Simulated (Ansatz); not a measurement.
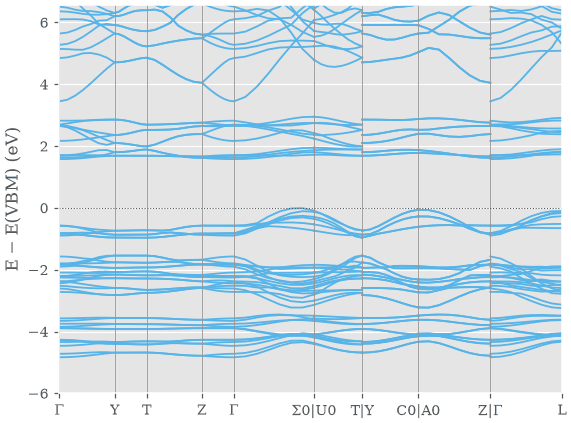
Figure. Band structure from the program Ansatz at the r²SCAN level (PAW)

Read off the gap and where the band edges lie.

About 1.6 eV (1.58 eV by a search for the band edges); maximum on the Γ–Σ0 line, 80 % of the way from Γ, minimum at Γ.

The material is Rb2VAgS4 in space group Fddd (No. 70; Rb on 16g, V on 8a, Ag on 8b, S on 32h).

The first step of the workflow began from a Materials Project structure, measured or hypothetical; the Crystallography Open Database files this formula in space group No. 70, but the cells were not matched. Whether it is the stable phase at ambient conditions was not checked. The cell was relaxed with r²SCAN under the symmetry of its start; whether a distortion lowers the energy is not shown. No spin polarisation was allowed. Scalar-relativistic: spin–orbit coupling is off unless named, which matters more the heavier the elements.

Potentials: the later of the program's two PAW sets.
